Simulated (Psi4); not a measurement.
**PH2F (phosphinous fluoride(8ci,9ci)) at BP86/def2-TZVPP (sweep point 4)**

Aim: the vertical singlet–triplet gap of PH2F (phosphinous fluoride(8ci,9ci)) at BP86/def2-TZVPP (sweep point 4), from 2 runs. Input form: a Python script.

Program for the calculation: Psi4 1.11.

**1. The molecule**

PH2F has 4 atoms, charge 0, and is taken as a singlet. As SMILES, `FP`. The coordinates come from a GFN2-xTB relaxation.

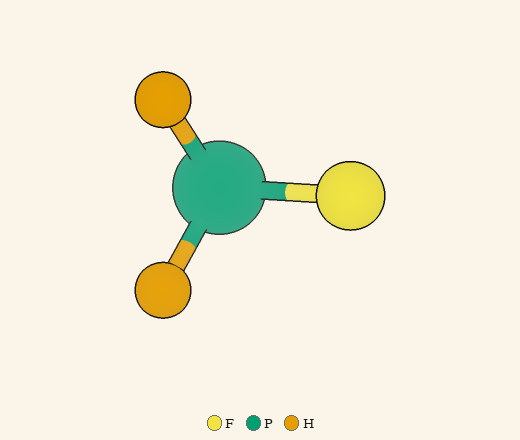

Viewed from a chosen angle; fluorine yellow, phosphorus teal, hydrogen amber.

**2. The energy at BP86/def2-TZVPP (sweep point 4)**

calc.py

```python
import psi4

psi4.set_memory('1600 MB')
psi4.set_num_threads(1)
psi4.core.set_output_file('run.log', False)

m = psi4.geometry("""
F      2.19310276     1.26394332    -0.42076642
P     -0.13611697    -0.69746012    -0.90644493
H     -1.99160126     1.08519412    -0.24483292
H     -0.06538452    -1.65167732     1.57206316
units au
symmetry c1
""")

psi4.set_options({
    'puream': True,
    'scf_type': 'pk',
    'dft_radial_points': 99,
    'dft_spherical_points': 590,
})

e, wfn = psi4.energy("bp86/def2-TZVPP", return_wfn=True)
print(f'bp86/def2-TZVPP energy: {e:.10f} Eh')
for k, v in sorted(psi4.core.scalar_variables().items()):
    print(f'{k:45s} {v:18.10f}')
```

Command:

```sh
python calc.py
```

run.log:

```text
[...]
  Running in c1 symmetry.
[...]
  Nuclear repulsion =   59.629017546950799
[...]
  Multiplicity = 1
[...]
  Nalpha       = 13
  Nbeta        = 13
[...]
    Number of basis functions: 101
[...]
   @RKS iter   1:  -442.42249180072508   -1.87856e-01   4.95717e-03 ADIIS/DIIS
[...]
   @RKS iter   8:  -442.49497339420509   -8.24472e-08   7.57644e-07 DIIS
[...]
    Orbital Energies [Eh]
    ---------------------
    Doubly Occupied:
       1A    -76.399092     2A    -24.276193     3A     -6.355056
       4A     -4.575244     5A     -4.569811     6A     -4.565497
       7A     -1.095326     8A     -0.595721     9A     -0.434549
      10A     -0.413795    11A     -0.385117    12A     -0.319975
      13A     -0.249505
[...]
  @RKS Final Energy:  -442.49497339420509
   => Energetics <=
    Nuclear Repulsion Energy =             59.6290175469507986
    One-Electron Energy =                -731.2260534735969486
    Two-Electron Energy =                 263.6034195844160877
    DFT Exchange-Correlation Energy =     -34.5013570519749706
    Empirical Dispersion Energy =           0.0000000000000000
    VV10 Nonlocal Energy =                  0.0000000000000000
    Total Energy =                       -442.4949733942050898
[...]
 Multipole Moments:
 ------------------------------------------------------------------------------------
     Multipole            Electronic (a.u.)      Nuclear  (a.u.)        Total (a.u.)
 ------------------------------------------------------------------------------------
 L = 1.  Multiply by 2.5417464519 to convert [e a0] to [Debye]
 Dipole X            :          1.5783973           -2.0531182           -0.4747209
 Dipole Y            :          0.3293141           -0.5726232           -0.2433091
 Dipole Z            :         -1.1772190            1.3138706            0.1366516
 Magnitude           :                                                    0.5506659
[...]
```

Standard output:

```text
bp86/def2-TZVPP energy: -442.4949733942 Eh
CURRENT ENERGY                                   -442.4949733942
CURRENT REFERENCE ENERGY                         -442.4949733942
DD SOLVATION ENERGY                                 0.0000000000
DFT FUNCTIONAL TOTAL ENERGY                      -442.4949733942
DFT TOTAL ENERGY                                 -442.4949733942
DFT VV10 ENERGY                                     0.0000000000
DFT XC ENERGY                                     -34.5013570520
GRID ELECTRONS ALPHA                               12.9999999189
GRID ELECTRONS BETA                                12.9999999189
GRID ELECTRONS TOTAL                               25.9999998378
NUCLEAR REPULSION ENERGY                           59.6290175470
ONE-ELECTRON ENERGY                              -731.2260534736
PCM POLARIZATION ENERGY                             0.0000000000
PE ENERGY                                           0.0000000000
SCF ITERATION ENERGY                             -442.4949733942
SCF ITERATIONS                                      8.0000000000
SCF TOTAL ENERGY                                 -442.4949733942
TWO-ELECTRON ENERGY                               263.6034195844
XC GRID RADIAL POINTS                              99.0000000000
XC GRID SPHERICAL POINTS                          590.0000000000
XC GRID TOTAL POINTS                           224806.0000000000
```

Run time: 9.6 s. Hardware: 1 thread of AMD EPYC 7B13 (Zen 3), shared host; peak memory 0.69 GiB.

**3. The triplet at the same level**

run.py

```python
import psi4

psi4.set_memory('1600 MB')
psi4.set_num_threads(1)
psi4.set_output_file('psi4.out', False)

geom = psi4.geometry("""
0 3
F      2.19310276     1.26394332    -0.42076642
P     -0.13611697    -0.69746012    -0.90644493
H     -1.99160126     1.08519412    -0.24483292
H     -0.06538452    -1.65167732     1.57206316
units bohr
symmetry c1
""")

psi4.set_options({
    'basis': 'def2-TZVPP',
    'reference': 'uks',
    'puream': True,
    'scf_type': 'pk',
    'dft_radial_points': 99,
    'dft_spherical_points': 590,
    'maxiter': 150,
})

e_tot, wfn = psi4.energy('bp86', return_wfn=True)
print(f'total energy {e_tot:.8f} hartree = {e_tot * 27.211386:.5f} eV')
for k, v in sorted(psi4.core.scalar_variables().items()):
    print(f'{k:45s} {v:18.10f}')
```

Command:

```sh
python run.py
```

psi4.out:

```text
[...]
  Running in c1 symmetry.
[...]
  Nuclear repulsion =   59.629017546950799
[...]
  Multiplicity = 3
[...]
  Nalpha       = 14
  Nbeta        = 12
[...]
    Number of basis functions: 101
[...]
   @UKS iter   1:  -442.25902953369030   -2.43936e-02   5.09278e-03 ADIIS/DIIS
[...]
   @UKS iter  10:  -442.34185593792336   -9.86449e-09   8.70108e-08 DIIS
[...]
   @S^2 Observed:                2.002710056E+00
[...]
    Orbital Energies [Eh]
    ---------------------
    Alpha Occupied:
       1A    -76.433372     2A    -24.288130     3A     -6.384782
       4A     -4.604575     5A     -4.600034     6A     -4.599140
       7A     -1.109079     8A     -0.621527     9A     -0.453429
      10A     -0.428184    11A     -0.411566    12A     -0.334267
      13A     -0.304107    14A     -0.107500
    Alpha Virtual:
      15A     -0.046626    16A      0.015301    17A      0.142567
      18A      0.146925    19A      0.164582    20A      0.194023
      21A      0.221131    22A      0.225750    23A      0.262280
      24A      0.276756    25A      0.383066    26A      0.466563
[...]
  @UKS Final Energy:  -442.34185593792336
   => Energetics <=
    Nuclear Repulsion Energy =             59.6290175469507986
    One-Electron Energy =                -730.6316388060727149
    Two-Electron Energy =                 263.1365763998197167
    DFT Exchange-Correlation Energy =     -34.4758110786210992
    Empirical Dispersion Energy =           0.0000000000000000
    VV10 Nonlocal Energy =                  0.0000000000000000
    Total Energy =                       -442.3418559379233557
[...]
 Multipole Moments:
 ------------------------------------------------------------------------------------
     Multipole            Electronic (a.u.)      Nuclear  (a.u.)        Total (a.u.)
 ------------------------------------------------------------------------------------
 L = 1.  Multiply by 2.5417464519 to convert [e a0] to [Debye]
 Dipole X            :          1.6795227           -2.0531182           -0.3735955
 Dipole Y            :          0.3468804           -0.5726232           -0.2257428
 Dipole Z            :         -1.2579039            1.3138706            0.0559667
 Magnitude           :                                                    0.4400746
[...]
```

On the terminal:

```text
total energy -442.34185594 hartree = -12036.73499 eV
CURRENT ENERGY                                   -442.3418559379
CURRENT REFERENCE ENERGY                         -442.3418559379
DD SOLVATION ENERGY                                 0.0000000000
DFT FUNCTIONAL TOTAL ENERGY                      -442.3418559379
DFT TOTAL ENERGY                                 -442.3418559379
DFT VV10 ENERGY                                     0.0000000000
DFT XC ENERGY                                     -34.4758110786
GRID ELECTRONS ALPHA                               13.9999999291
GRID ELECTRONS BETA                                11.9999999382
GRID ELECTRONS TOTAL                               25.9999998673
NUCLEAR REPULSION ENERGY                           59.6290175470
ONE-ELECTRON ENERGY                              -730.6316388061
PCM POLARIZATION ENERGY                             0.0000000000
PE ENERGY                                           0.0000000000
SCF ITERATION ENERGY                             -442.3418559379
SCF ITERATIONS                                     10.0000000000
SCF TOTAL ENERGY                                 -442.3418559379
TWO-ELECTRON ENERGY                               263.1365763998
XC GRID RADIAL POINTS                              99.0000000000
XC GRID SPHERICAL POINTS                          590.0000000000
XC GRID TOTAL POINTS                           224806.0000000000
```

Run time: 14 s. Hardware: 1 thread of AMD EPYC 7B13 (Zen 3), shared host; peak memory 0.7 GiB.

**4. What came out**

At BP86/def2-TZVPP (sweep point 4):

| quantity | value |
| --- | --- |
| singlet: total energy | -442.49497 Eh |
| singlet: dipole moment | 1.40 D |
| singlet: HOMO energy | -6.79 eV |
| singlet: LUMO energy | -1.96 eV |
| singlet: HOMO–LUMO gap | 4.83 eV |
| triplet: total energy | -442.34186 Eh |
| triplet: dipole moment | 1.12 D |
| triplet: HOMO energy (highest over α and β) | -2.93 eV |
| triplet: ⟨S²⟩ | 2.003 |
| vertical energy of the triplet above the singlet | 4.167 eV |

In words: At this shape the triplet lies 4.17 eV (96 kcal/mol) above the singlet.
